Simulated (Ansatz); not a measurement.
A ladder of methods for C2HBF2 (SMILES C#CB(F)F)

The species is C2HBF2 (6 atoms), meant as a singlet with charge 0. SMILES: `C#CB(F)F`. Geometry: optimised at B3LYP/def2-SVP.

```xyz
6

C    -0.8901    0.4542    1.2623
C    -0.2182    0.1063    0.3106
B     0.6260   -0.3313   -0.8841
F     0.1587   -1.1842   -1.7764
F     1.8499    0.1294   -1.0626
H    -1.4843    0.7617    2.1041
```

Each level gives the dissociation energy of the F5–B3 bond into doublet F and doublet C2HBF (shapes relaxed at B3LYP/def2-SVP, no zero-point term) (eV). The values are calculated.

```json
{"level": "HF/def2-SVP", "kind": "Hartree–Fock", "program": "Ansatz", "value (eV)": "5.82", "less CCSD(T)/def2-SVP": "-1.49", "CPU time (all runs)": "2.3 s"}
{"level": "SVWN5/def2-SVP", "kind": "LDA", "program": "Ansatz", "value (eV)": "8.65", "less CCSD(T)/def2-SVP": "+1.34", "CPU time (all runs)": "1.6 s"}
{"level": "PBE/def2-SVP", "kind": "GGA", "program": "Ansatz", "value (eV)": "7.61", "less CCSD(T)/def2-SVP": "+0.30", "CPU time (all runs)": "3.8 s"}
{"level": "B3LYP/def2-SVP", "kind": "global hybrid", "program": "Ansatz", "value (eV)": "7.45", "less CCSD(T)/def2-SVP": "+0.14", "CPU time (all runs)": "3.7 s"}
{"level": "CAM-B3LYP/def2-SVP", "kind": "range-separated hybrid", "program": "Ansatz", "value (eV)": "7.64", "less CCSD(T)/def2-SVP": "+0.33", "CPU time (all runs)": "4.1 s"}
{"level": "B2PLYP/def2-SVP", "kind": "double hybrid", "program": "Ansatz", "value (eV)": "7.47", "less CCSD(T)/def2-SVP": "+0.16", "CPU time (all runs)": "4.7 s"}
{"level": "RPA@PBE/def2-SVP", "kind": "RPA", "program": "Ansatz", "value (eV)": "6.79", "less CCSD(T)/def2-SVP": "-0.52", "CPU time (all runs)": "6.7 s"}
{"level": "MP2/def2-SVP", "kind": "perturbation theory", "program": "Ansatz", "value (eV)": "7.83", "less CCSD(T)/def2-SVP": "+0.52", "CPU time (all runs)": "2.5 s"}
{"level": "CCSD(T)/def2-SVP", "kind": "coupled cluster or CI", "program": "Ansatz", "value (eV)": "7.31", "less CCSD(T)/def2-SVP": "0.00", "CPU time (all runs)": "9.7 s"}
```

CCSD(T)/def2-SVP is the highest level here, not the true value. The values span 5.82 to 8.65 eV. Spin contamination of the reference (⟨S²⟩ at least 0.1 too high) touches HF/def2-SVP, MP2/def2-SVP, CCSD(T)/def2-SVP. Hartree–Fock misses the correlation of the electron pair that is broken and comes out low. Measured bond enthalpies also hold zero-point and thermal terms, a few tenths of an eV less. Times are those of the runs behind each value, whatever else they computed, on shared processors of several kinds: orders of magnitude only.

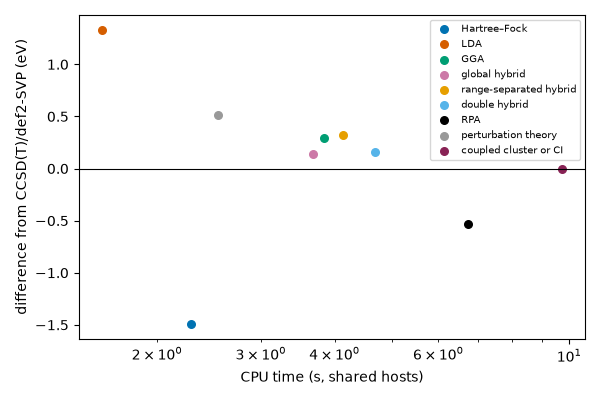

Difference from CCSD(T)/def2-SVP against processor time, one point a level.
